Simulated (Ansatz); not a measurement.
## BSiH2F (SMILES B[Si]F): where methods fail along a bond

BSiH2F has 5 atoms, charge 0, and is taken as a triplet. As SMILES, `B[Si]F`. Geometry: relaxed at GFN2-xTB.

```xyz
5

B     0.2349    0.6857   -0.1241
Si   -0.8900   -0.8075   -0.2937
F    -0.5199   -2.1761    0.5589
H    -0.0003    1.6671   -0.7177
H     1.1753    0.6308    0.5765
```

The B1–H4 distance is scanned; the parts on either side stay rigid. Basis STO-3G, 7 core orbitals frozen in the correlated methods; program Ansatz 0.2.0. FCI is exact within this basis and core. Energies in eV from each method's value at 1.171 Å; open shells run as named. The shape above is that at 1.171 Å.

```
distance (Å)  UPBE  U-r2SCAN  UB3LYP  U-wB97X  UB2PLYP  RPA@PBE   FCI
       1.171  0.00      0.00    0.00     0.00     0.00     0.00  0.00
       1.464  0.85      0.93    0.92     0.96     0.95     0.79  0.83
       1.756  2.40      2.56    2.55     2.70     2.64     2.32  2.34
       2.342  5.07      5.02    5.21     5.50     5.23     5.04  4.64
       2.927  5.87      5.69    5.97     6.12     5.79     5.63  5.30
```

Departure from the FCI curve at its largest: UPBE +0.58 eV at 2.93 Å; U-r2SCAN +0.40 eV at 2.93 Å; UB3LYP +0.68 eV at 2.93 Å; U-wB97X +0.86 eV at 2.34 Å; UB2PLYP +0.60 eV at 2.34 Å; RPA@PBE +0.41 eV at 2.34 Å. For the functionals part of the departure is owed to the small basis.

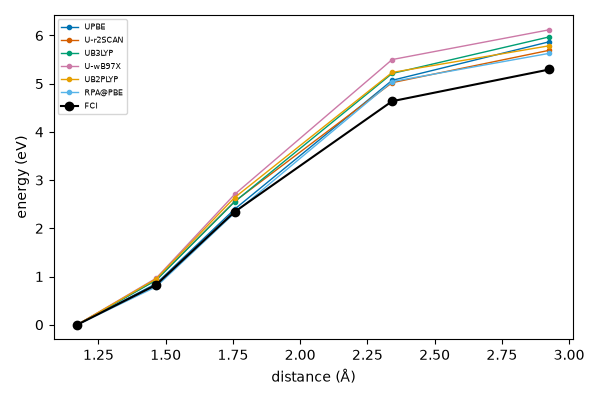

The curves of the table.
